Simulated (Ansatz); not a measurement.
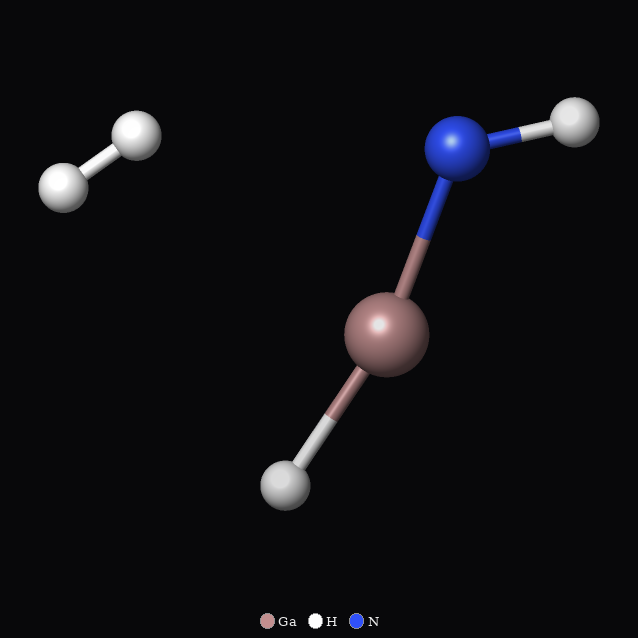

The computed structure is the end point of a PBE0-D4/def2-TZVP optimisation. Properties computed with RKS PBE0-D4/def2-TZVP (Ansatz 0.2.0).

Predict the main results.

The species is GaH₄N.
- dipole moment: 3.03 D
- harmonic zero-point energy: 82.0 kJ/mol
